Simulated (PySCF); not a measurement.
# CH3GeN (Germyl Cyanide): the cost of one run

Programs: PySCF 2.14.0, with routines of our own; each step states its level. All values are computed. Atoms count from 0.

## (1) The system as given

6 atoms, charge 0, multiplicity 1; geometry from: GFN2-xTB.

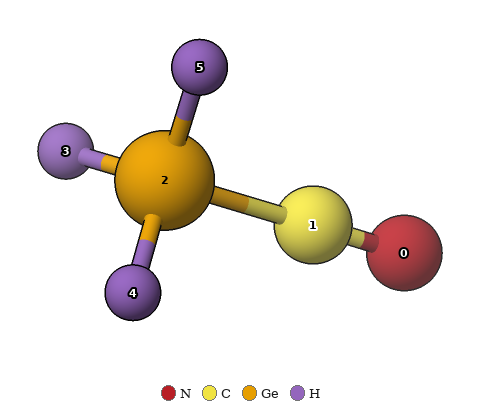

The starting geometry (nitrogen red, carbon yellow, germanium amber, hydrogen purple).

## (2) Relaxing the molecule at PBE0-D3(BJ)/def2-SVP

What the job is given:

```
{"job": {"xc": "PBE0", "basis": "def2-SVP", "d3": "d3bj", "grid": 1, "maxiter": 30, "shake": 0.01, "kind": "geom"}, "charge": 0, "multiplicity": 1}
N      2.466970    -0.015830     0.052660
C      1.296410     0.000900     0.022050
Ge    -0.623800    -0.004290    -0.025110
H     -1.005500     1.272710    -0.659490
H     -1.028900    -1.193220    -0.824730
H     -1.081020    -0.090290     1.389950
```

Run with:

```console
$ OMP_NUM_THREADS=1 python heavy_run.py task.json out
```

One launch serves the whole session: the jobs run in the order shown.

Q: Estimate the wall time and peak memory of this first job on 1 thread of Arm Neoverse V1, shared host.

About 12 s, with a peak of 0.32 GiB.
